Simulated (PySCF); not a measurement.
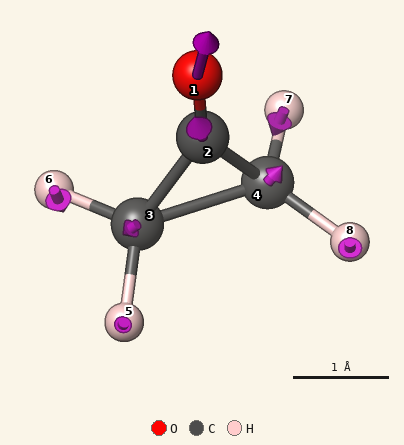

A relaxation of C₃H₄O. The starting structure is drawn; purple arrows show the displacements, 5 times their true length. The two geometries are superimposed by the best rigid fit.

A ball-and-stick model, seen from a free direction.

The start comes from MMFF94s. Its atoms were then displaced at random by about 0.03 Å.

The calculation used PySCF 2.14.0, density-fitted response routines, PBE0-D3(BJ)/def2-SVP geometry optimisation, gas phase. 

Question: Which element moves most?

Answer: Oxygen: up to 0.17 Å, against 0.09 Å for hydrogen.

Question: Describe the change and its energy.

Answer: O1 moves most after the best rigid fit: 0.17 Å. Largest moves by element: O 0.17 Å, H 0.09 Å, C 0.09 Å. Some distances before and after: C2–C3 1.360 → 1.467 Å, O1–C2 1.106 → 1.193 Å, C2–C4 1.396 → 1.466 Å, C3–C4 1.489 → 1.556 Å. Bond angles that change, for instance: C3–C4–H7 121.9° → 117.8°, C2–C4–H7 114.5° → 118.6°, O1–C2–C3 143.8° → 148.0°. Over 9 geometry steps the energy falls by 92.4 kJ/mol. The run took 14 s on 1 thread of Arm Neoverse V1, on a shared host.
